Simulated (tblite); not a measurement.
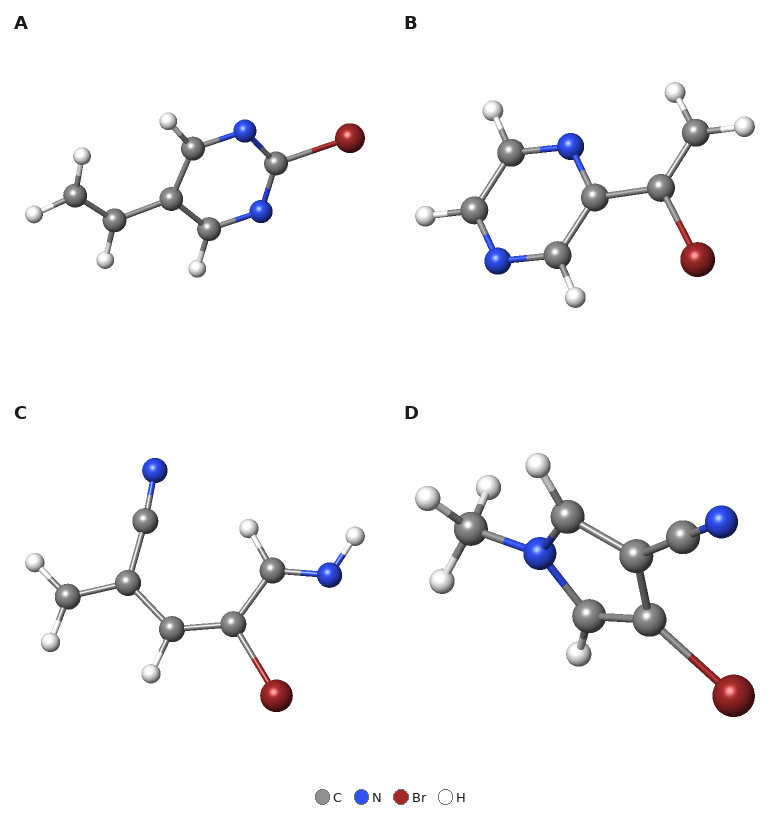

The picture comes from a calculation with tblite.

**Match each picture to its SMILES.**
(1) Cn1cc(Br)c(C#N)c1
(2) C=Cc1cnc(Br)nc1
(3) [H]/N=C/C(Br)=C\C(=C)C#N
(4) C=C(Br)c1cnccn1

A is (2), B is (4), C is (3), D is (1).
